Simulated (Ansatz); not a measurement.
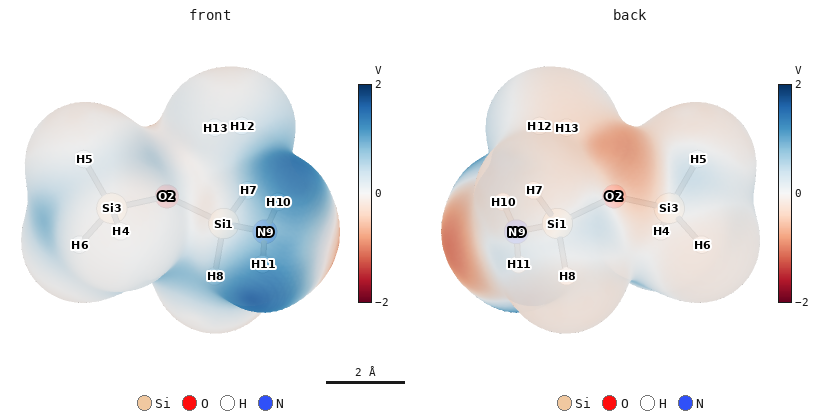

Figure. H$_{7}$NOSi$_{2}$···H$_{2}$. The molecular electrostatic potential painted on the density surface at 0.001 e/bohr³, seen from the front and from behind; red is negative and blue positive.

Not at a stationary point (largest force 1.5 eV/Å).

Theory: RKS B3LYP-D4/6-31G* (Ansatz 0.2.0).

```xyz
13

Si   -0.1548   -0.0491    0.1006
O    -0.3339   -0.2432    1.7526
Si   -1.4809   -0.2304    2.9370
H    -2.6707   -1.0405    2.5481
H    -0.8899   -0.8105    4.1694
H    -1.9440    1.1541    3.2291
H     1.2948    0.1052   -0.1301
H    -0.9007    1.1673   -0.3226
N    -0.7887   -1.3167   -0.8750
H    -0.4493   -2.2679   -0.8140
H    -1.7580   -1.2875   -1.1648
H     1.3815   -2.1051    0.8424
H     1.0775   -1.9266    1.4559
```

**Where is the surface potential most negative and most positive?**

The most negative region (about −1.0 V) lies over N9, the most positive (about +1.5 V) over H10 and H11. N9 is the likeliest acceptor of a hydrogen bond.
